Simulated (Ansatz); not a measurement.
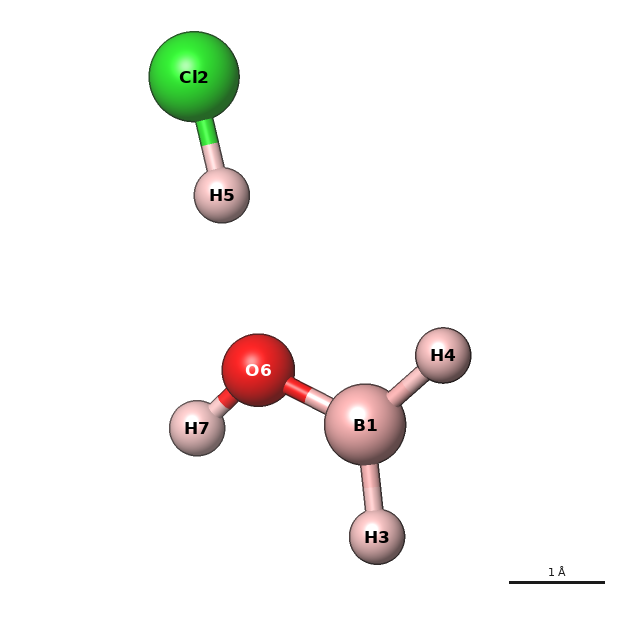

The computed structure is the end point of a PBE0-D4/def2-TZVP optimisation.

Find the hydrogen bonds (donors O, N, F, S or Cl) and give their geometry.

| D–H···A | D–H (Å) | H···A (Å) | angle (°) | kind |
| --- | --- | --- | --- | --- |
| Cl2–H5···O6 | 1.29 | 1.90 | 178 | intermolecular |
